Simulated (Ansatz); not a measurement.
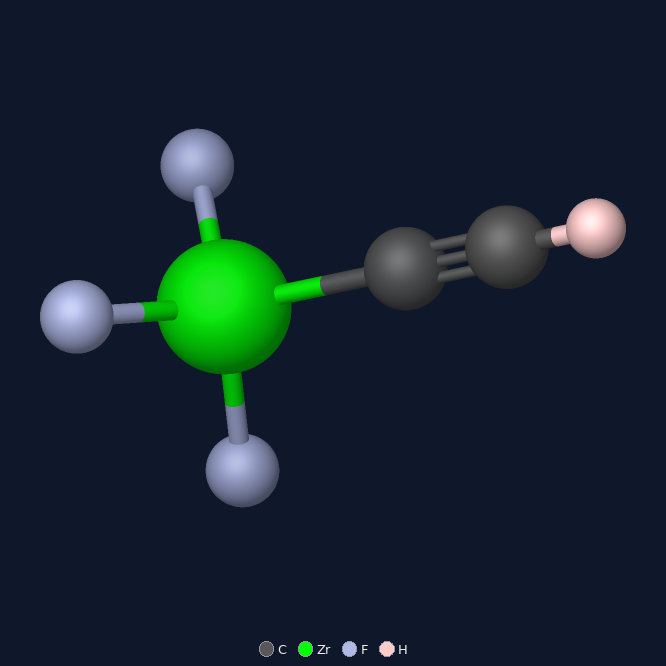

The picture shows the input geometry.

Input file:

```yaml
crystal:
  periodic: [false, false, false]
  atoms:
    - {symbol: C, position_ang: [1.709986, -1.037339, 0.974263]}
    - {symbol: C, position_ang: [0.775856, -0.471627, 0.442485]}
    - {symbol: Zr, position_ang: [-0.896538, 0.543627, -0.510704]}
    - {symbol: F, position_ang: [-2.093869, -0.745798, -1.201229]}
    - {symbol: F, position_ang: [-0.245029, 1.628128, -1.915123]}
    - {symbol: F, position_ang: [-1.781412, 1.617532, 0.768649]}
    - {symbol: H, position_ang: [2.531006, -1.534533, 1.441658]}
basis:
  gaussian: {orbitals: def2-TZVPP}
hamiltonian: {xc: {name: rPW86-PBE}, dispersion: d3bjatm}
accuracy: high
output: {forces: true}
```

Command:

```sh
ansatz run in.yaml --threads 4 --pin off --events-out ev --progress --plain --max-ram 10444MiB
```

Output:

```
Functional definition: rPW86-PBE
  name "rPW86-PBE"
  cite "Murray, Lee & Langreth, J. Chem. Theory Comput. 5, 2754 (2009) doi:10.1021/ct900365q"
  cite "Perdew, Burke & Ernzerhof, Phys. Rev. Lett. 77, 3865 (1996) doi:10.1103/PhysRevLett.77.3865"
  parent pbe
  exchange = rpw86_x
  correlation = pbe_c
3634 factors; integrals over basis functions are off by at most 1.7e-7 eV
mean field evaluation 1: about -11536.7732 eV, gradient 9.2e1 eV
mean field evaluation 2: about -11351.9895 eV, gradient 3.0e2 eV
mean field evaluation 4: about -11545.4024 eV, gradient 4.9e1 eV
mean field evaluation 8: about -11552.1229 eV, gradient 2.0e-1 eV
mean field evaluation 16: about -11552.1212 eV, gradient 3.1e-4 eV
mean field -11552.12118876 eV, -424.5326233780 hartree, gradient 2.7e-8 eV, S^2 0.000000; 0 other end points of the search recorded, 0 dependent functions left out
the calculation of the forces begins
reference -11552.12120891 eV, -424.5326241183 hartree; 26, 26 occupied and 199, 199 virtual orbitals, 3634 factors
Total energy: -11552.25059686 eV, -424.5373790378 hartree
Atom 0 at     1.709986    -1.037339     0.974263 Å, force     0.683986    -0.414375     0.389486 eV/Å
Atom 1 at     0.775856    -0.471627     0.442485 Å, force    -0.506434     0.306699    -0.288352 eV/Å
Atom 2 at    -0.896538     0.543627    -0.510704 Å, force     0.364634    -0.221455     0.207937 eV/Å
Atom 3 at    -2.093869    -0.745798    -1.201229 Å, force    -0.500355    -0.550390    -0.288609 eV/Å
Atom 4 at    -0.245029     1.628128    -1.915123 Å, force     0.282591     0.455375    -0.591186 eV/Å
Atom 5 at    -1.781412     1.617532     0.768649 Å, force    -0.368151     0.450813     0.545765 eV/Å
Atom 6 at     2.531006    -1.534533     1.441658 Å, force     0.043729    -0.026667     0.024959 eV/Å
Dipole moment:     0.221977    -0.134530     0.126399 e Å
```

Self-consistency was reached.
